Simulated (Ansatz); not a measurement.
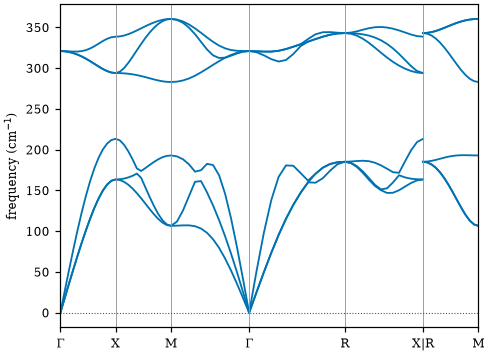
*Phonon dispersion of AlRu (CsCl type, space group No. 221), PBEsol in the plane-wave PAW code Ansatz; imaginary frequencies are drawn negative*

Question: Is this phase dynamically stable?

Answer: Yes, on this path no branch is imaginary.

Question: How high does the spectrum reach?

Answer: About 360 cm⁻¹ (10.8 THz).

Space group Pm-3m (CsCl type). Symmetry was held in the PBEsol relaxation. No spin polarisation was allowed. As this level gives no gap, phonon frequencies hold no LO–TO term and depend on the k-mesh and smearing (Fermi–Dirac, 0.1 eV here).

Potentials: the later of the program's two PAW sets.
